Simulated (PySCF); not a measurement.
# Run report: C₄H₉ClSi, excited-state calculation

C₄H₉ClSi, SMILES Cl[SiH2]C1CCC1, computed with TDDFT CAM-B3LYP/def2-SVPD, vertical, IEF-PCM benzene (non-equilibrium linear response), core orbitals frozen in the response (PySCF 2.14.0).

The geometry comes from this level: PBE0-D3(BJ)/def2-SVP. It belongs to a series of runs on one base structure; here: solvent benzene.

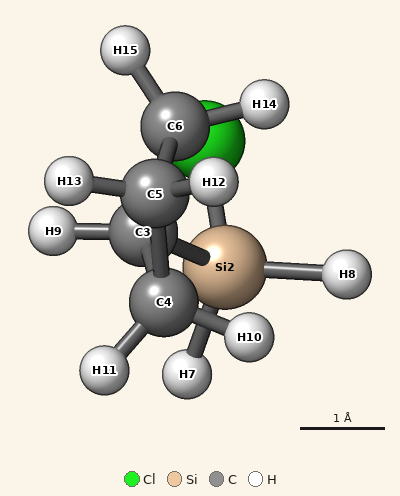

*The structure (ball-and-stick view, seen at an oblique angle; atoms are numbered from 1 in the order of the input).*

Bond lengths as drawn: Cl–Si 2.08 Å, C–C 1.54 to 1.55 Å, C–H 1.10 Å, C–Si 1.87 Å and H–Si 1.49 Å.

## Input
```
{"job": {"kind": "uv", "xc": "CAM-B3LYP", "basis": "def2-SVPD", "solvent": "benzene", "nstates": 6, "ntriplets": 0}, "charge": 0, "multiplicity": 1}
Cl     5.648824     3.743261     0.070826
Si     4.647996     1.950796     0.383830
C      2.875769     2.120540    -0.182511
C      1.864258     1.007438     0.204196
C      0.812699     2.104104     0.453016
C      1.951053     3.137556     0.534406
H      5.377967     0.885968    -0.364095
H      4.691253     1.658703     1.847232
H      2.857689     2.290451    -1.272285
H      2.147240     0.497026     1.140018
H      1.645337     0.238941    -0.551755
H      0.152251     1.994048     1.326508
H      0.185449     2.266401    -0.437113
H      2.264822     3.318420     1.575675
H      1.805653     4.113370     0.048735
```

The first line tells a small driver script what to run in PySCF; the rest is the geometry in Å.

Hardware: 1 CPU thread, shared host.

Run as:
```bash
OMP_NUM_THREADS=1 python <driver script> task.json out
```

## The program's output
```
coarse grid: 13176 points
cycle   1  E = -906.9976147003  dE =  5.748e-01  |g| = 3.186e-01  |ddm| = 5.424e+00
cycle   2  E = -907.0116968316  dE = -1.408e-02  |g| = 2.534e-01  |ddm| = 1.095e+00
cycle   3  E = -907.0286608666  dE = -1.696e-02  |g| = 3.533e-02  |ddm| = 4.955e-01
cycle   4  E = -907.0289410086  dE = -2.801e-04  |g| = 1.592e-02  |ddm| = 1.298e-01
cycle   5  E = -907.0290079542  dE = -6.695e-05  |g| = 2.349e-03  |ddm| = 3.617e-02
cycle   6  E = -907.0290094880  dE = -1.534e-06  |g| = 5.205e-04  |ddm| = 5.473e-03
final grid: 116856 points
cycle   7  E = -907.1464207649  dE = -2.668e-05  |g| = 3.031e-03  |ddm| = 7.965e-02
cycle   8  E = -907.1464209683  dE = -2.034e-07  |g| = 2.984e-03  |ddm| = 1.264e-02
cycle   9  E = -907.1464232344  dE = -2.266e-06  |g| = 1.852e-04  |ddm| = 5.411e-03
cycle  10  E = -907.1464232421  dE = -7.708e-09  |g| = 1.028e-04  |ddm| = 7.982e-04
cycle  11  E = -907.1464232447  dE = -2.675e-09  |g| = 1.432e-05  |ddm| = 2.128e-04
cycle  12  E = -907.1464232448  dE = -6.276e-11  |g| = 5.167e-06  |ddm| = 4.182e-05
```

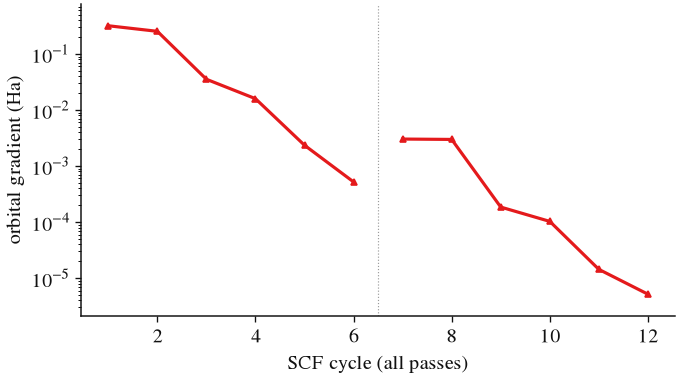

*Convergence of the self-consistent field: orbital gradient against the SCF cycle. The dotted line marks the change from a coarse to the final integration grid.*

The first 6 cycles use a coarse grid, the final grid takes over at cycle 7, and the field converges after 12 cycles in all.

```
converged SCF energy = -907.1464232448

Static polarisability (au): isotropic 97.324, principal 84.306 95.373 112.293

Singlet excitations
state   eV       nm        f      main configurations
  1   7.0650    175.5   0.00968   H->L 0.91
  2   7.6159    162.8   0.01634   H-1->L 0.81
  3   7.7311    160.4   0.02986   H->L+1 0.87
  4   8.2619    150.1   0.04327   H->L+2 0.78
  5   8.3600    148.3   0.05159   H-2->L 0.27, H-4->L 0.26, H-1->L+1 0.15
  6   8.4156    147.3   0.01343   H-1->L+1 0.41, H-3->L 0.14, H-4->L 0.11
```

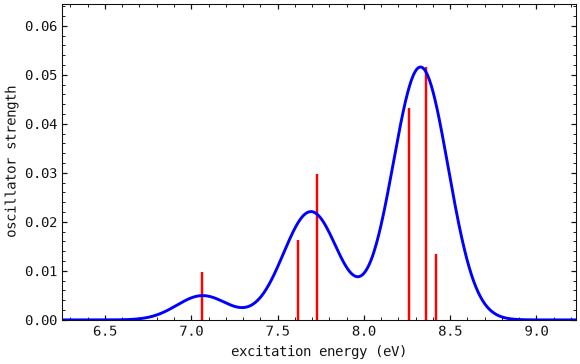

*Computed excitations as sticks (degenerate states added up, dark ones marked on the axis), with a Gaussian envelope of 0.35 eV full width at half maximum, scaled to the tallest.*

Of the 6 states the lowest lies at 7.07 eV (f = 0.010); the strongest line is at 8.36 eV, or 148 nm (f = 0.052).

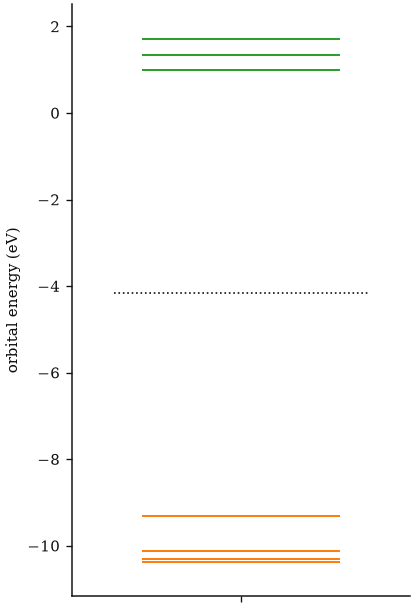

*Orbital energies near the frontier; the dotted line parts filled from empty levels, and levels within 0.02 eV of each other stand side by side.*

Highest filled −9.31 eV, lowest empty 1.00 eV, 10.31 eV apart.

## Results in brief

| quantity | value |
| --- | --- |
| outcome | converged |
| total energy | −907.146423 hartree |
| HOMO | −9.31 eV |
| LUMO | 1.00 eV |
| dipole moment | 2.53 D |
| mean polarisability | 97.32 a.u. |
| lowest excitation | 7.07 eV |
| wall time | 26 s |
| peak memory | 1 GiB |
